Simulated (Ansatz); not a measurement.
Geometry relaxation of BH₃O₂

BH₃O₂, computed with RKS r2SCAN-D4/6-31G* (Ansatz 0.2.0).

The input holds or restrains some coordinates. Forces given for the steps count only the free coordinates. It belongs to a series of runs on one base structure; here: pulled along the bonds that form and break, towards end A.

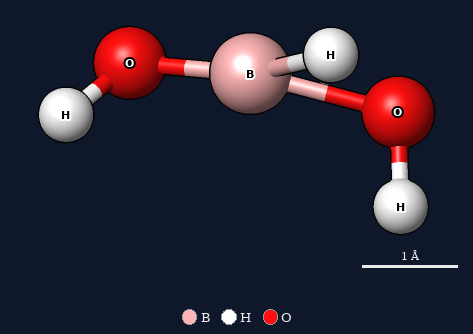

*The starting structure (ball-and-stick view, seen at a tilt).*

Bond lengths as drawn: B–H 1.39 Å, B–O 1.41 to 1.61 Å and H–O 1.01 Å.

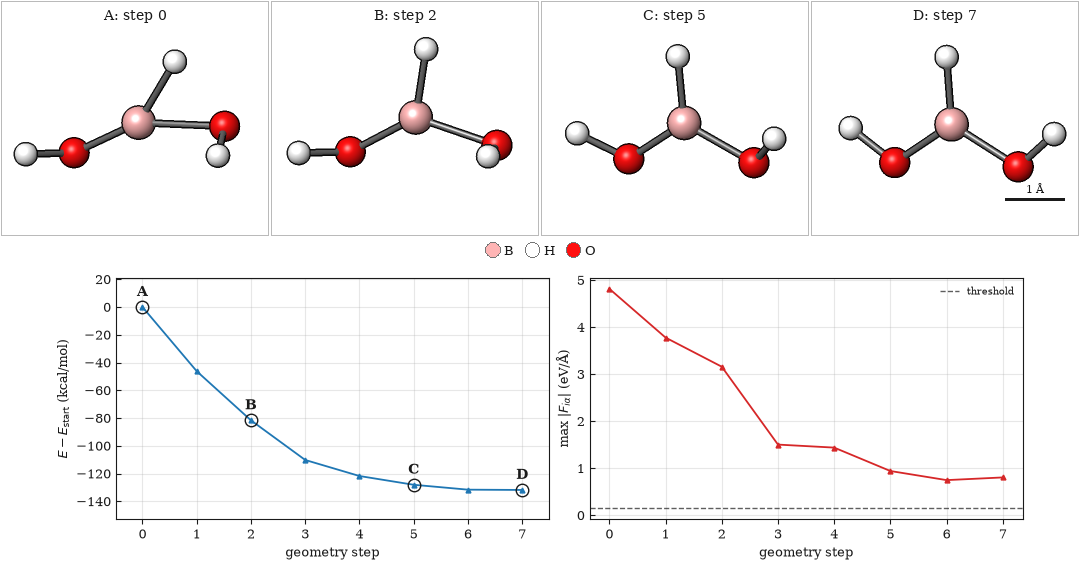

*Frames of the restrained relaxation (ball-and-stick view, seen at a tilt) above the curves, on which the letters mark them (the first geometry is step 0 here and step 1 in the log).*

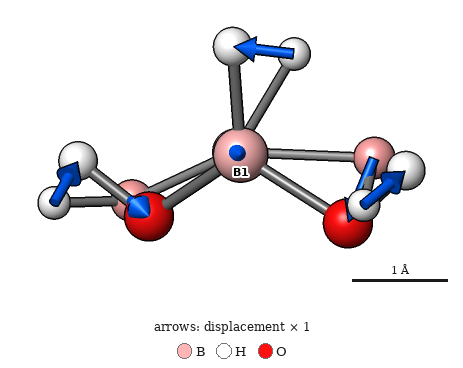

*Start (faint) and end (solid) with the displacements as blue arrows, at true length (ball-and-stick view, seen at a tilt). The two geometries are laid on each other by the best rigid fit.*

O3 moves most after the best rigid fit: 0.74 Å. Largest moves by element: O 0.74 Å, H 0.68 Å, B 0.36 Å. Distances before and after: B1–O3 1.610 → 1.380 Å, B1–H2 1.390 → 1.193 Å, B1–O5 1.410 → 1.361 Å, O3–H4 1.010 → 0.965 Å. Among the angles that change: H2–B1–O3 54.3° → 119.2°, O3–B1–O5 155.0° → 117.3°, H2–B1–O5 150.7° → 123.6°. The energy falls by 131.8 kcal/mol in 7 geometry steps. Largest force component: 4.8 eV/Å at the start, 0.81 eV/Å at the end. (Atoms are counted from 1 in the order of the input.)

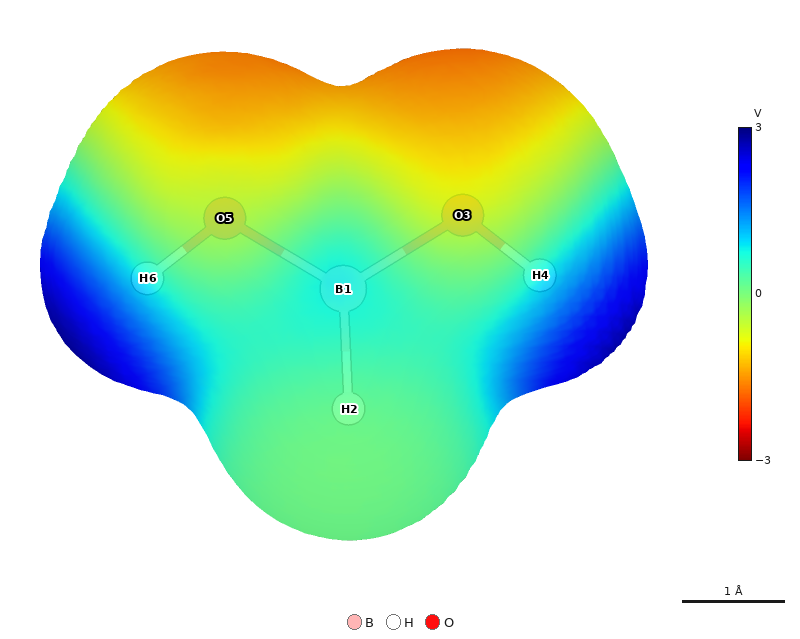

*The molecular electrostatic potential painted on the density surface at 0.002 e/bohr³, seen face on; the colour scale runs from red (negative) to blue (positive).*

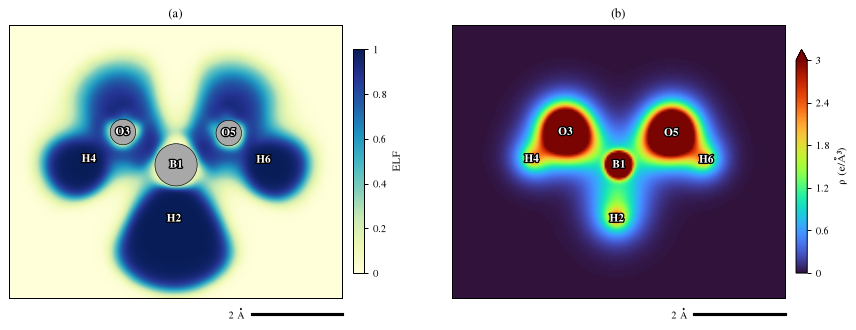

*(a) electron localisation function; (b) electron density on the molecular plane. Grey discs, where drawn, cover atomic cores.*

The section cuts through B, H and O sites. O–H (0.97 Å): ρ at the midpoint is about 3.6 e/Å³, with its minimum of 2.3 e/Å³ about 0.8 Å from O; the ELF climbs to about 1 towards the hydrogen, as it does in any bond to H (a covalent bond by its length). B–H (1.19 Å): ρ at the midpoint is about 1.2 e/Å³; the ELF climbs to about 1 towards the hydrogen; a covalent bond by its length.

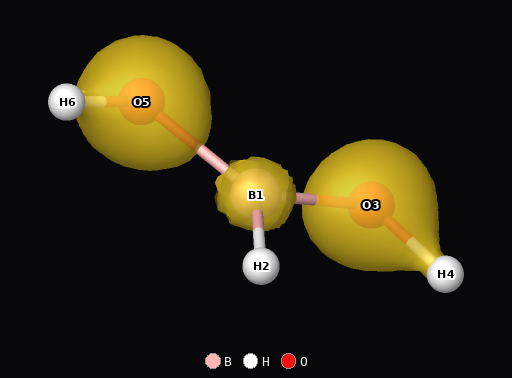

*Isosurface of the total electron density at 2 e/Å³ (yellow), seen at an oblique angle.*

At this value the surface falls into four separate pieces. It is pinched off along the B–O (1.36 Å) and B–H (1.19 Å) contacts. On the grid the lowest density along these lines, outside the cores, is 1.5 e/Å³ (B–O, 1.36 Å), 2.3 e/Å³ (O–H, 0.97 Å) and 1.2 e/Å³ (B–H, 1.19 Å).

The input and output of the run follow.

The input:
```yaml
crystal:
  periodic: [false, false, false]
  atoms:
    - { symbol: B, position_ang: [0.0, 0.0, 0.0] }
    - { symbol: H, position_ang: [0.7099, 0.0, 1.1951] }
    - { symbol: O, position_ang: [1.6038, 0.0, 0.1408] }
    - { symbol: H, position_ang: [1.9037, -0.9519, -0.0141] }
    - { symbol: O, position_ang: [-1.2211, 0.0, -0.705] }
    - { symbol: H, position_ang: [-1.7308, -0.8467, -0.4965] }
basis:
  gaussian: { orbitals: "6-31G*" }
hamiltonian:
  xc: r2scan
  dispersion: d4
relax:
  f_tol: 0.15
  max_steps: 25
  restrain:
    - { distance: [1, 2], at: 2.21, k: 30.0 }
    - { distance: [0, 1], at: 1.19, k: 30.0 }
    - { distance: [0, 2], at: 1.41, k: 30.0 }
output:
  orbitals: {}
```

Run as:
```bash
ansatz run input.yaml --threads 1 --pin off --max-ram 2048MiB --backend cpu --events-out ev --progress --plain --runs-dir out
```

Log:
```
The last accepted step is kept in [file] (removed where the run ends without a failure and the disk answers)
Engine: ansatz 0.2.0, x86_64-unknown-linux-gnu
Functional definition: r2SCAN
  parameter k0 = 0.174
  parameter k1 = 0.065
  parameter a1 = 4.9479
  exchange = r2scan_x(k0 = k0, k1 = k1, a1 = a1)
  correlation = r2scan_c
551 factors; their error is unknown
mean field evaluation 1: about -4806.4809 eV, gradient 6.2e1 eV
mean field evaluation 2: about -4764.8924 eV, gradient 1.4e2 eV
mean field evaluation 4: about -4812.9556 eV, gradient 1.2e1 eV
mean field evaluation 8: about -4813.2044 eV, gradient 1.7e-1 eV
mean field evaluation 16: about -4813.1688 eV, gradient 3.5e-5 eV
mean field -4813.16880371 eV, -176.8806910532 hartree, gradient 3.4e-5 eV, S^2 0.000000; 0 other end points of the search recorded, 0 dependent functions left out
the calculation of the forces begins
reference -4813.16880879 eV, -176.8806912402 hartree; 12, 12 occupied and 39, 39 virtual orbitals, 551 factors
relax step   1: F+E_penalty+E_count = -4813.18221758 eV  Δ(F+E_penalty+E_count) = +0.000e0 eV  max|allowed force component| = 4.816e0 eV/Å  E_restraint = 11.47771038 eV  max|allowed force component, restraints' pulls added| = 2.428e1 eV/Å  Δτ_max = 0.0000 Å  (26 SCF iters, accepted)
  distance H 1 - O 2 = 1.3822 Å
  distance B 0 - H 1 = 1.3900 Å
  distance B 0 - O 2 = 1.6100 Å
these checks for a lower state are left out or cut short: starts, cluster_reference, orbital_swaps, neighbouring_geometries, increment
551 factors; their error is unknown
mean field -4815.17332753 eV, -176.9543559452 hartree, gradient 9.7e-6 eV, S^2 0.000000; 0 other end points of the search recorded, 0 dependent functions left out
the calculation of the forces begins
reference -4815.17333250 eV, -176.9543561278 hartree; 12, 12 occupied and 39, 39 virtual orbitals, 551 factors
relax step   2: F+E_penalty+E_count = -4815.18633081 eV  Δ(F+E_penalty+E_count) = -2.004e0 eV  max|allowed force component| = 3.779e0 eV/Å  E_restraint = 4.34271034 eV  max|allowed force component, restraints' pulls added| = 1.457e1 eV/Å  Δτ_max = 0.1949 Å  (34 SCF iters, accepted)
  distance H 1 - O 2 = 1.7197 Å
  distance B 0 - H 1 = 1.3113 Å
  distance B 0 - O 2 = 1.5954 Å
these checks for a lower state are left out or cut short: starts, cluster_reference, orbital_swaps, neighbouring_geometries, increment
551 factors; their error is unknown
mean field evaluation 32: about -4816.7089 eV, gradient 2.5e-5 eV
mean field -4816.70894348 eV, -177.0107887904 hartree, gradient 2.5e-5 eV, S^2 0.000000; 0 other end points of the search recorded, 0 dependent functions left out
the calculation of the forces begins
reference -4816.70894840 eV, -177.0107889712 hartree; 12, 12 occupied and 39, 39 virtual orbitals, 551 factors
relax step   3: F+E_penalty+E_count = -4816.72176767 eV  Δ(F+E_penalty+E_count) = -1.535e0 eV  max|allowed force component| = 3.159e0 eV/Å  E_restraint = 0.82278020 eV  max|allowed force component, restraints' pulls added| = 6.012e0 eV/Å  Δτ_max = 0.1950 Å  (33 SCF iters, accepted)
  distance H 1 - O 2 = 2.0232 Å
  distance B 0 - H 1 = 1.2712 Å
  distance B 0 - O 2 = 1.5257 Å
these checks for a lower state are left out or cut short: starts, cluster_reference, orbital_swaps, neighbouring_geometries, increment
551 factors; their error is unknown
mean field -4817.94667664 eV, -177.0562746451 hartree, gradient 2.3e-5 eV, S^2 0.000000; 0 other end points of the search recorded, 0 dependent functions left out
the calculation of the forces begins
reference -4817.94668144 eV, -177.0562748214 hartree; 12, 12 occupied and 39, 39 virtual orbitals, 551 factors
relax step   4: F+E_penalty+E_count = -4817.95952701 eV  Δ(F+E_penalty+E_count) = -1.238e0 eV  max|allowed force component| = 1.503e0 eV/Å  E_restraint = 0.04508053 eV  max|allowed force component, restraints' pulls added| = 1.563e0 eV/Å  Δτ_max = 0.1948 Å  (32 SCF iters, accepted)
  distance H 1 - O 2 = 2.1889 Å
  distance B 0 - H 1 = 1.2381 Å
  distance B 0 - O 2 = 1.4257 Å
these checks for a lower state are left out or cut short: starts, cluster_reference, orbital_swaps, neighbouring_geometries, increment
551 factors; their error is unknown
mean field -4818.44785705 eV, -177.0746926852 hartree, gradient 1.8e-5 eV, S^2 0.000000; 0 other end points of the search recorded, 0 dependent functions left out
the calculation of the forces begins
reference -4818.44786184 eV, -177.0746928612 hartree; 12, 12 occupied and 39, 39 virtual orbitals, 551 factors
relax step   5: F+E_penalty+E_count = -4818.46071931 eV  Δ(F+E_penalty+E_count) = -5.012e-1 eV  max|allowed force component| = 1.439e0 eV/Å  E_restraint = 0.01725968 eV  max|allowed force component, restraints' pulls added| = 1.439e0 eV/Å  Δτ_max = 0.1988 Å  (32 SCF iters, accepted)
  distance H 1 - O 2 = 2.2245 Å
  distance B 0 - H 1 = 1.2126 Å
  distance B 0 - O 2 = 1.3893 Å
these checks for a lower state are left out or cut short: starts, cluster_reference, orbital_swaps, neighbouring_geometries, increment
551 factors; their error is unknown
mean field -4818.72168148 eV, -177.0847555475 hartree, gradient 1.6e-5 eV, S^2 0.000000; 0 other end points of the search recorded, 0 dependent functions left out
the calculation of the forces begins
reference -4818.72168622 eV, -177.0847557216 hartree; 12, 12 occupied and 39, 39 virtual orbitals, 551 factors
relax step   6: F+E_penalty+E_count = -4818.73452752 eV  Δ(F+E_penalty+E_count) = -2.738e-1 eV  max|allowed force component| = 9.415e-1 eV/Å  E_restraint = 0.01729263 eV  max|allowed force component, restraints' pulls added| = 9.415e-1 eV/Å  Δτ_max = 0.2000 Å  (33 SCF iters, accepted)
  distance H 1 - O 2 = 2.2237 Å
  distance B 0 - H 1 = 1.2038 Å
  distance B 0 - O 2 = 1.3822 Å
these checks for a lower state are left out or cut short: starts, cluster_reference, orbital_swaps, neighbouring_geometries, increment
551 factors; their error is unknown
mean field evaluation 64: about -4818.8744 eV, gradient 1.6e-5 eV
mean field -4818.87438188 eV, -177.0903671839 hartree, gradient 1.6e-5 eV, S^2 0.000000; 0 other end points of the search recorded, 0 dependent functions left out
the calculation of the forces begins
reference -4818.87438669 eV, -177.0903673605 hartree; 12, 12 occupied and 39, 39 virtual orbitals, 551 factors
relax step   7: F+E_penalty+E_count = -4818.88719829 eV  Δ(F+E_penalty+E_count) = -1.527e-1 eV  max|allowed force component| = 7.481e-1 eV/Å  E_restraint = 0.01363421 eV  max|allowed force component, restraints' pulls added| = 1.794e-1 eV/Å  Δτ_max = 0.2000 Å  (33 SCF iters, accepted)
  distance H 1 - O 2 = 2.2218 Å
  distance B 0 - H 1 = 1.1943 Å
  distance B 0 - O 2 = 1.3826 Å
these checks for a lower state are left out or cut short: starts, cluster_reference, orbital_swaps, neighbouring_geometries, increment
551 factors; their error is unknown
mean field -4818.88364181 eV, -177.0907074797 hartree, gradient 1.7e-5 eV, S^2 0.000000; 0 other end points of the search recorded, 0 dependent functions left out
the calculation of the forces begins
reference -4818.88364662 eV, -177.0907076567 hartree; 12, 12 occupied and 39, 39 virtual orbitals, 551 factors
relax step   8: F+E_penalty+E_count = -4818.89645666 eV  Δ(F+E_penalty+E_count) = -9.258e-3 eV  max|allowed force component| = 8.053e-1 eV/Å  E_restraint = 0.01530176 eV  max|allowed force component, restraints' pulls added| = 2.648e-2 eV/Å  Δτ_max = 0.0479 Å  (27 SCF iters, accepted)
  distance H 1 - O 2 = 2.2212 Å
  distance B 0 - H 1 = 1.1931 Å
  distance B 0 - O 2 = 1.3802 Å
551 factors; their error is unknown
mean field -4818.88364181 eV, -177.0907074797 hartree, gradient 1.6e-5 eV, S^2 0.000000; 1 other end points of the search recorded, 0 dependent functions left out
the calculation of the forces begins
reference -4818.88364662 eV, -177.0907076567 hartree; 12, 12 occupied and 39, 39 virtual orbitals, 551 factors
Total energy: -4818.89646147 eV, -177.0911785939 hartree
Atom 0 at     0.190890    -0.299718     0.096686 Å, force     0.805283    -0.010769    -0.459121 eV/Å
Atom 1 at     0.105406    -0.321776     1.286559 Å, force    -0.214436    -0.004282     0.337596 eV/Å
Atom 2 at     1.440885    -0.319221    -0.488309 Å, force    -0.626889     0.008005     0.106274 eV/Å
Atom 3 at     2.124525    -0.356072     0.192191 Å, force     0.002325     0.005935    -0.001275 eV/Å
Atom 4 at    -0.885738    -0.255352    -0.734459 Å, force     0.026481    -0.001639     0.020989 eV/Å
Atom 5 at    -1.710469    -0.246461    -0.232370 Å, force     0.007235     0.002749    -0.004463 eV/Å
Dipole moment:    -0.083880    -0.010389     0.486848 e Å
```

Trajectory as extended XYZ (Å, eV, eV/Å), 8 frames, from step=1 to step=8:
```
6
Properties=species:S:1:pos:R:3:forces:R:3 step=1 energy=-4813.18222
B     0.0000    0.0000    0.0000    0.2885   0.0857   4.7665
H     0.7099    0.0000    1.1951   -4.4248   0.1666   0.8081
O     1.6038    0.0000    0.1408    1.1776  -1.3556  -4.8160
H     1.9037   -0.9519   -0.0141    0.0116   1.1022  -0.2661
O    -1.2211    0.0000   -0.7050    2.0933  -1.5189  -0.4270
H    -1.7308   -0.8467   -0.4965    0.8538   1.5201  -0.0654
6
Properties=species:S:1:pos:R:3:forces:R:3 step=2 energy=-4815.18633
B     0.0510   -0.0007    0.0746    2.4125  -0.5145   2.5899
H     0.5404    0.0060    1.2911   -3.7786   0.0947  -0.0942
O     1.6430   -0.0011   -0.0285   -1.7861  -0.7662  -3.2199
H     1.9134   -0.9582   -0.0267   -0.2605   0.9373  -0.2510
O    -1.1653   -0.0155   -0.6967    2.5804  -1.1516   0.9328
H    -1.7170   -0.8292   -0.4934    0.8323   1.4002   0.0424
6
Properties=species:S:1:pos:R:3:forces:R:3 step=3 energy=-4816.72177
B     0.1469   -0.0253    0.1210    1.5944  -0.2937   0.9055
H     0.3636    0.0072    1.3732   -2.0653  -0.1944  -0.7367
O     1.6388   -0.0048   -0.1975   -3.1593  -0.7738  -1.4937
H     1.9033   -0.9445   -0.0286   -0.0782   0.9086  -0.0467
O    -1.0918   -0.0289   -0.6609    2.8331  -0.8259   1.1298
H    -1.6953   -0.8023   -0.4868    0.8753   1.1792   0.2419
6
Properties=species:S:1:pos:R:3:forces:R:3 step=4 energy=-4817.95953
B     0.1998   -0.0558    0.1556    0.6801  -0.0545   0.1730
H     0.2157   -0.0352    1.3934   -0.7022  -0.3395  -0.5239
O     1.5298   -0.0298   -0.3571   -1.5035  -1.2723   0.0333
H     1.8879   -0.8905    0.0002    0.0166   1.3471  -0.2294
O    -0.9444   -0.0590   -0.6422    1.1857  -0.4166   0.1655
H    -1.6233   -0.7283   -0.4296    0.3232   0.7360   0.3815
6
Properties=species:S:1:pos:R:3:forces:R:3 step=5 energy=-4818.46072
B     0.2124   -0.1127    0.1271    0.7623  -0.1737   0.1830
H     0.1422   -0.1462    1.3373   -0.2670  -0.2445  -0.0666
O     1.4813   -0.0876   -0.4380   -0.7729  -0.3803   0.0696
H     1.9552   -0.7471    0.0925    0.5149   0.4860   0.0794
O    -0.8616   -0.1261   -0.6937   -1.4393  -0.8392   0.0358
H    -1.6640   -0.5789   -0.3048    1.2020   1.1517  -0.3012
6
Properties=species:S:1:pos:R:3:forces:R:3 step=6 energy=-4818.73453
B     0.2044   -0.2186    0.0968    0.8455   0.3756  -0.0116
H     0.1288   -0.2206    1.2983   -0.1927  -0.3482   0.1236
O     1.4578   -0.1719   -0.4839   -0.5730  -0.5318   0.3443
H     2.0364   -0.5844    0.1759    0.3307   0.4393  -0.1315
O    -0.8719   -0.1625   -0.7137   -0.9415  -0.4394  -0.1117
H    -1.6901   -0.4406   -0.2530    0.5309   0.5044  -0.2130
6
Properties=species:S:1:pos:R:3:forces:R:3 step=7 energy=-4818.88720
B     0.1936   -0.2813    0.0933    0.7481   0.0290  -0.5038
H     0.1104   -0.3026    1.2845   -0.2149  -0.0658   0.3112
O     1.4469   -0.2898   -0.4905   -0.6432  -0.0882   0.2434
H     2.1177   -0.4031    0.1983   -0.0484   0.1076  -0.1113
O    -0.8888   -0.2346   -0.7345    0.0194  -0.0642   0.1260
H    -1.7143   -0.2872   -0.2307    0.1390   0.0816  -0.0654
6
Properties=species:S:1:pos:R:3:forces:R:3 step=8 energy=-4818.89646
B     0.1909   -0.2997    0.0967    0.8053  -0.0108  -0.4591
H     0.1054   -0.3218    1.2866   -0.2144  -0.0043   0.3376
O     1.4409   -0.3192   -0.4883   -0.6269   0.0080   0.1063
H     2.1245   -0.3561    0.1922    0.0023   0.0059  -0.0013
O    -0.8857   -0.2554   -0.7345    0.0265  -0.0016   0.0210
H    -1.7105   -0.2465   -0.2324    0.0072   0.0027  -0.0045
```

Key numbers:

| quantity | value |
| --- | --- |
| outcome | converged under the restraints of the input |
| total energy | −4818.8965 eV |
| mean-field energy | −4818.8836 eV |
| largest force (length of the vector) at the end, held atoms and coordinates included | 0.927 eV/Å |
| hardware | 1 thread of Intel Xeon @ 2.50GHz (Skylake/Cascade Lake), 32 GiB of memory available, shared host |
| wall time | 19 s |
| peak memory | 0.14 GiB |
